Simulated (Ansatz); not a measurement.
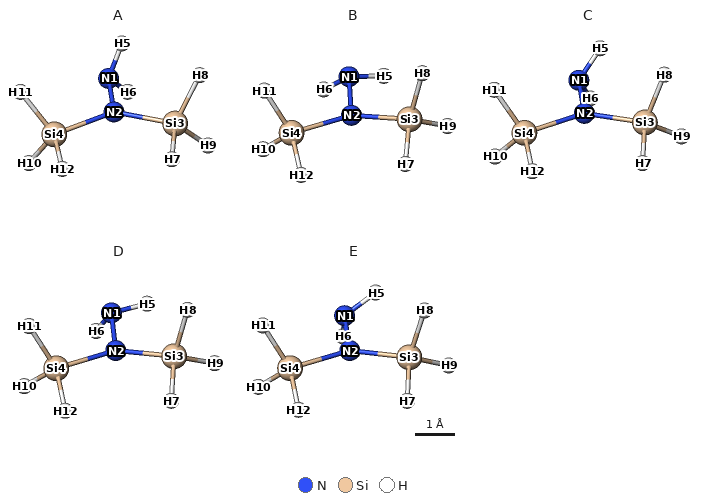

5 geometries from one relaxation of Si2N2H8, in shuffled order. Style: ball-and-stick. Shown from a free direction.

The run prepares an end point of a later path (torsion) calculation, from a guessed geometry.

Level of theory: RHF/def2-SVP in Ansatz. (no spin polarisation; force threshold 0.015 eV/Å; at most 40 steps)

### Put them in the order of the run, from the start to the converged end.

B, D, E, C, A. They are steps 0, 3, 5, 7, 13, at +40.7 kJ/mol, +29.3 kJ/mol, +16.9 kJ/mol, +3.75 kJ/mol relative to the last. After 13 geometry steps the energy has fallen by 40.7 kJ/mol. The largest force component goes from 0.61 to 0.0022 eV/Å. The largest move after the best rigid fit is that of H5, 1.29 Å. Largest moves by element: H 1.29 Å, Si 0.19 Å, N 0.15 Å. Near-neighbour distances that change, for instance: N1–N2 1.451 → 1.422 Å, Si3–H7 1.457 → 1.478 Å, Si3–H8 1.465 → 1.485 Å, N1–H5 1.019 → 1.005 Å. Among the angles between lasting bonds that change: N2–Si4–H10 104.8° → 111.3°, Si3–N2–Si4 127.6° → 131.8°, N2–Si3–H7 105.2° → 109.1°. Groups turn about N1–N2 by about 85°.
